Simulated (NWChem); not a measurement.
# CH5BS+ (SMILES B[S+]C): levels of theory compared

We compute a comparison of 4 runs (UHF/STO-3G, UHF/3-21G, UB3LYP/6-31G*) of CH5BS+. 

Program for the calculation: NWChem 7.3.0.

## Step 1: The system as given

CH5BS+: 8 atoms, total charge +1, spin state doublet. As SMILES, `B[S+]C`. Geometry: relaxed at GFN2-xTB.

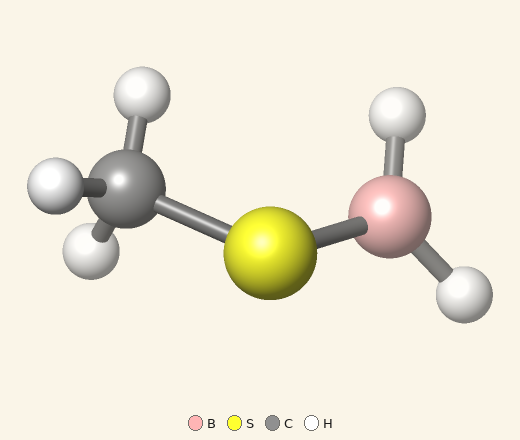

The structure, seen from a chosen angle (boron pink, sulfur yellow, carbon grey, hydrogen white).

## Step 2: Energy and forces at UHF/STO-3G (run 1)

Contents of run.py:

```python
from ase import Atoms
from ase.calculators.nwchem import NWChem

system = Atoms('BSCHHHHH', positions=[
    [-0.979500, 0.821120, -0.940280],
    [0.467310, -0.214660, -1.008690],
    [0.801370, -0.657040, 0.702660],
    [-1.825100, 0.655130, -1.728490],
    [-1.063330, 1.684820, -0.160770],
    [0.687880, 0.204010, 1.358430],
    [1.809980, -1.063270, 0.751650],
    [0.101390, -1.430120, 1.025490],
])

calc = NWChem(
    label='mol',
    theory='scf',
    memory='2200 mb',
    basis='STO-3G',
    basispar='spherical bse',
    charge=1,
    scf={'nopen': '1', 'uhf': None, 'thresh': '1e-08', 'maxiter': '80'},
)
system.calc = calc

forces = system.get_forces()
print(f"energy = {system.get_potential_energy():.6f} eV")
print("forces (eV/A):")
for s, f in zip(system.symbols, forces):
    print(f"{s:2s} {f[0]:10.5f} {f[1]:10.5f} {f[2]:10.5f}")
```

Command:

```console
$ export ASE_NWCHEM_COMMAND="nwchem PREFIX.nwi > PREFIX.nwo"
$ python run.py
```

The program printed:

```text
energy = -12453.158739 eV
forces (eV/A):
B    -2.80667    1.91995   -0.07317
S     2.12147   -1.12342   -0.86651
C     0.04613   -0.72906    1.15252
H     0.20255   -0.24611    0.11997
H     0.35276   -0.15283   -0.00884
H     0.09888    0.19762   -0.15596
H     0.04268    0.13051   -0.01445
H    -0.05790    0.00329   -0.15349
```

The calculator wrote mol.nwi:

```
title "mol"

permanent_dir mol

scratch_dir mol

start mol

geometry units angstrom nocenter noautosym noautoz
  B  -9.7950000000000004e-01 8.2111999999999996e-01 -9.4028000000000000e-01
  S  4.6731000000000000e-01 -2.1465999999999999e-01 -1.0086900000000001e+00
  C  8.0137000000000003e-01 -6.5703999999999996e-01 7.0265999999999995e-01
  H  -1.8250999999999999e+00 6.5512999999999999e-01 -1.7284900000000001e+00
  H  -1.0633300000000001e+00 1.6848200000000000e+00 -1.6077000000000000e-01
  H  6.8788000000000005e-01 2.0401000000000000e-01 1.3584300000000000e+00
  H  1.8099799999999999e+00 -1.0632699999999999e+00 7.5165000000000004e-01
  H  1.0138999999999999e-01 -1.4301200000000001e+00 1.0254900000000000e+00
end

charge 1

memory 2200 mb

basis spherical bse noprint
   * library STO-3G
end

scf
  nopen 1
  uhf
  thresh 1e-08
  maxiter 80
end

task scf gradient
```

mol.nwo:

```text
Northwest Computational Chemistry Package (NWChem) 7.3.0
             --------------------------------------------------------

           Job information
           ---------------

    nwchem branch   = 7.3.0
    use scalapack   = T
    input           = mol.nwi
    prefix          = mol.
    data base       = mol/mol.db
    status          = startup
    nproc           =        1

           Memory information
           ------------------

[... 5 lines left out ...]
    hardfail = no
[... 129 lines left out ...]
 1-e energy   =    -796.424721
[... 9 lines left out ...]
 Convergence threshold     :          1.000E-08
[... 18 lines left out ...]
      One electron energy =   -810.054120628915
[... 9 lines left out ...]
          Final alpha eigenvalues
[... 216 lines left out ...]
                     UHF Final Beta Molecular Orbital Analysis
[... 236 lines left out ...]
                 ----------------------------------------
                 |  Time  |  1-e(secs)   |  2-e(secs)   |
                 ----------------------------------------
                 |  CPU   |       0.00   |       0.73   |
                 ----------------------------------------
                 |  WALL  |       0.00   |       0.73   |
                 ----------------------------------------

 Task  times  cpu:        4.3s     wall:        4.3s
 Total times  cpu:        4.4s     wall:        4.4s
```

Wall time 6.3 s (1 thread of AMD EPYC 7R43 (Zen 3), shared host); peak memory 0.096 GiB.

## Step 3: Energy and forces at UHF/3-21G (run 2)

Contents of job.nw:

```
start job
title "CH5BS"
memory stack 880 mb heap 220 mb global 1100 mb
charge 1

geometry units angstrom noautosym nocenter noautoz
  B       -0.979500       0.821120      -0.940280
  S        0.467310      -0.214660      -1.008690
  C        0.801370      -0.657040       0.702660
  H       -1.825100       0.655130      -1.728490
  H       -1.063330       1.684820      -0.160770
  H        0.687880       0.204010       1.358430
  H        1.809980      -1.063270       0.751650
  H        0.101390      -1.430120       1.025490
end

basis "ao basis" spherical bse
  * library 3-21G
end

scf
  nopen 1
  uhf
  thresh 1e-08
  maxiter 80
  print medium
end

task scf gradient
```

Command:

```console
$ nwchem job.nw > job.out
```

The program printed:

```text
[...]
  functions       =    41
[...]
  wavefunction    = UHF
[...]
         Total SCF energy =   -460.329243939150
      One electron energy =   -812.356080761721
      Two electron energy =    257.639435062690
 Nuclear repulsion energy =     94.387401759881
                       Sz =      0.5000
                 Sz(Sz+1) =      0.7500
                      S^2 =      0.7579
[...]
                         UHF ENERGY GRADIENTS
    atom               coordinates                        gradient
                 x          y          z           x          y          z
   1 B      -1.850987   1.551692  -1.776872    0.047536  -0.031422   0.006136
   2 S       0.883088  -0.405649  -1.906148   -0.033875   0.014128   0.029400
   3 C       1.514370  -1.241626   1.327835   -0.011380   0.021767  -0.043246
   4 H      -3.448939   1.238016  -3.266372    0.001975   0.005753   0.002867
   5 H      -2.009402   3.183848  -0.303811   -0.006811  -0.003357  -0.005460
   6 H       1.299905   0.385523   2.567060   -0.001354   0.001105   0.006378
   7 H       3.420366  -2.009289   1.420413    0.006464  -0.004530   0.000659
   8 H       0.191599  -2.702535   1.937895   -0.002555  -0.003444   0.003267
[...]
```

Run time: 7.5 s. Hardware: 1 thread of AMD EPYC 7R43 (Zen 3), shared host; peak memory 0.094 GiB.

Run 3 isn't shown in full; the table further down has it.

## Step 4: Energy and gradient at UB3LYP/6-31G(d) (Cartesian functions) (run 4)

Contents of work.xyz:

```xyz
8

B     -0.979500     0.821120    -0.940280
S      0.467310    -0.214660    -1.008690
C      0.801370    -0.657040     0.702660
H     -1.825100     0.655130    -1.728490
H     -1.063330     1.684820    -0.160770
H      0.687880     0.204010     1.358430
H      1.809980    -1.063270     0.751650
H      0.101390    -1.430120     1.025490
```

Contents of work.nw:

```
echo
start work
memory stack 880 mb heap 220 mb global 1100 mb
charge 1
geometry noautosym nocenter noautoz
  load work.xyz
end
basis
  * library 6-31G*
end
dft
  xc b3lyp
  mult 2
  grid xfine
  convergence energy 1e-08
  iterations 100
  mulliken
end
task dft gradient
```

Command:

```console
$ nwchem work.nw > work.out
```

The program printed:

```text
[...]
          Wavefunction type:  spin polarized.
          No. of atoms     :     8
          No. of electrons :    31
[...]
          Charge           :     1
          Spin multiplicity:     2
[...]
          AO basis - number of functions:    59
[...]
              XC Information
              --------------
                         B3LYP Method XC Potential
                     Hartree-Fock (Exact) Exchange  0.200
                        Slater Exchange Functional  0.800 local
                    Becke 1988 Exchange Functional  0.720 non-local
              Lee-Yang-Parr Correlation Functional  0.810
                  VWN I RPA Correlation Functional  0.190 local
[...]
 d= 0,ls=0.0,diis     1   -463.6455902962 -5.58D+02  1.92D-02  3.64D-01     6.2
[...]
 d= 0,ls=0.0,diis    14   -463.8121245201 -4.51D-10  1.63D-07  1.73D-11    78.5
[...]
         Total DFT energy =     -463.812124520149
      One electron energy =     -815.791267920933
           Coulomb energy =      294.350102719857
    Exchange-Corr. energy =      -36.758361078954
 Nuclear repulsion energy =       94.387401759881
[...]
      Total Density - Mulliken Population Analysis
     ---------------------------------------------
    Atom       Charge   Shell Charges
 -----------   ------   -------------------------------------------------------
    1 B    5     5.06   1.99  0.62  1.42  0.50  0.45  0.07
    2 S   16    15.44   2.00  1.99  5.97  1.48  2.94  0.41  0.63  0.03
    3 C    6     6.67   1.99  0.69  2.11  0.74  1.11  0.03
    4 H    1     0.84   0.51  0.33
    5 H    1     0.85   0.51  0.34
    6 H    1     0.71   0.51  0.21
    7 H    1     0.71   0.51  0.20
    8 H    1     0.71   0.50  0.21
[...]
      <S2> =      0.7543 (Exact =     0.7500)
[...]
  wavefunction    = open shell
[...]
```

Wall time 90 s (1 thread of AMD EPYC 7R43 (Zen 3), shared host); peak memory 0.13 GiB.

## Step 5: The series

```csv
run,level,iteration cap,module,energy (Eh),HOMO energy (eV),LUMO energy (eV),⟨S²⟩,wall time
1,UHF/STO-3G,80,scf,-457.645146,-17.79,-5.02,0.757,6.3 s
2,UHF/3-21G,80,scf,-460.329244,-18.73,-7.58,0.758,7.5 s
3,UB3LYP/6-31G* (spherical functions),100,dft,-463.807966,-14.83,-11.88,0.754,91 s
4,UB3LYP/6-31G* (Cartesian functions),100,dft,-463.812125,-14.83,-11.88,0.754,90 s
```

## Step 6: Summary of results

```
                                 quantity          value
                      run 4: total energy  -463.81212 Eh
run 4: HOMO energy (highest over α and β)      -14.83 eV
 run 4: LUMO energy (lowest over α and β)      -11.88 eV
                              run 4: ⟨S²⟩          0.754
          run 4: largest force on an atom     1.245 eV/Å
```

**Reading.** In run 1 the basis is minimal, so the values are rough. All runs together took 3.2 min, the longest 91 s.
